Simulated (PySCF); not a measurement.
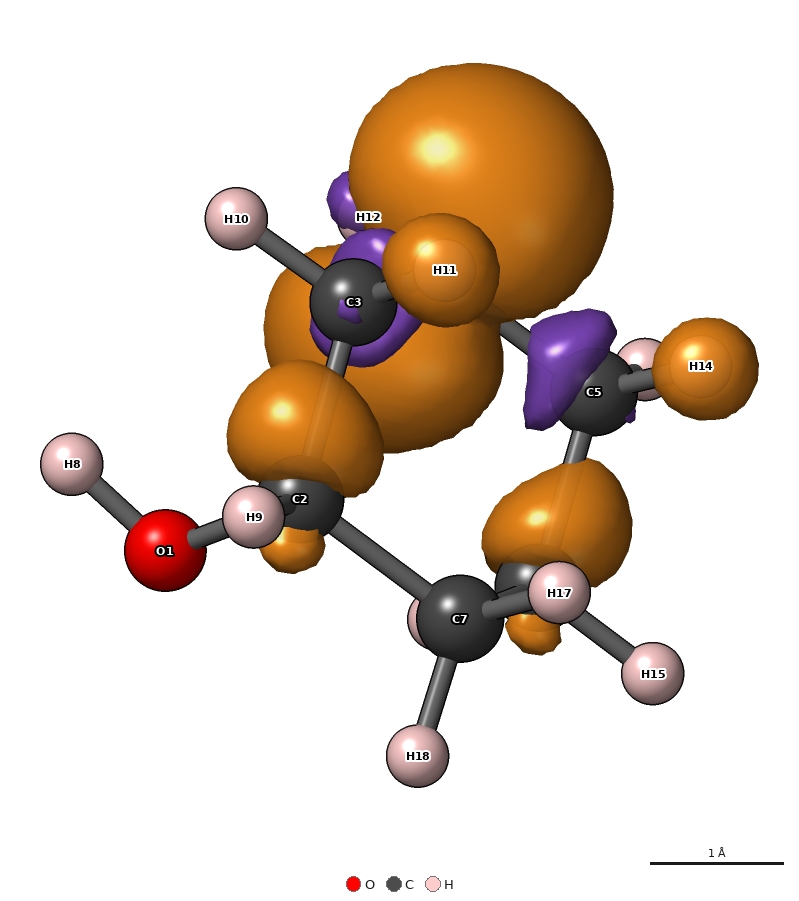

Figure 1: C$_{6}$H$_{11}$O (doublet). Isosurfaces of the spin density (α minus β) at +0.02 (orange) and −0.02 e/Å³ (purple), seen at a tilt.

Geometry: GFN2-xTB.

All numbers below come from UKS B3LYP, pcH-1 on C H O, non-relativistic, mean-field spin-orbit, GIAO in PySCF 2.14.0, density-fitted response routines.

```json
{"atom": "O", "x (Å)": "1.7390", "y (Å)": "-1.1270", "z (Å)": "-0.0361"}
{"atom": "C", "x (Å)": "0.8892", "y (Å)": "-0.3822", "z (Å)": "-0.8779"}
{"atom": "C", "x (Å)": "0.8380", "y (Å)": "1.1169", "z (Å)": "-0.4703"}
{"atom": "C", "x (Å)": "0.1750", "y (Å)": "1.2697", "z (Å)": "0.8408"}
{"atom": "C", "x (Å)": "-1.1721", "y (Å)": "0.6736", "z (Å)": "0.9698"}
{"atom": "C", "x (Å)": "-1.1042", "y (Å)": "-0.8232", "z (Å)": "0.5971"}
{"atom": "C", "x (Å)": "-0.5101", "y (Å)": "-0.9930", "z (Å)": "-0.7968"}
{"atom": "H", "x (Å)": "2.5810", "y (Å)": "-0.6667", "z (Å)": "0.0447"}
{"atom": "H", "x (Å)": "1.2565", "y (Å)": "-0.4470", "z (Å)": "-1.9184"}
{"atom": "H", "x (Å)": "1.8517", "y (Å)": "1.5249", "z (Å)": "-0.4584"}
{"atom": "H", "x (Å)": "0.2713", "y (Å)": "1.6315", "z (Å)": "-1.2551"}
{"atom": "H", "x (Å)": "0.7660", "y (Å)": "1.4567", "z (Å)": "1.7200"}
{"atom": "H", "x (Å)": "-1.5607", "y (Å)": "0.7874", "z (Å)": "1.9820"}
{"atom": "H", "x (Å)": "-1.8704", "y (Å)": "1.1569", "z (Å)": "0.2759"}
{"atom": "H", "x (Å)": "-2.1035", "y (Å)": "-1.2610", "z (Å)": "0.6327"}
{"atom": "H", "x (Å)": "-0.4701", "y (Å)": "-1.3433", "z (Å)": "1.3156"}
{"atom": "H", "x (Å)": "-1.1486", "y (Å)": "-0.5127", "z (Å)": "-1.5410"}
{"atom": "H", "x (Å)": "-0.4368", "y (Å)": "-2.0553", "z (Å)": "-1.0362"}
```

Where is the unpaired spin?

The unpaired spin (1 electron) lies mostly on C4 (about 0.7), in electrons by Hirshfeld's partition.
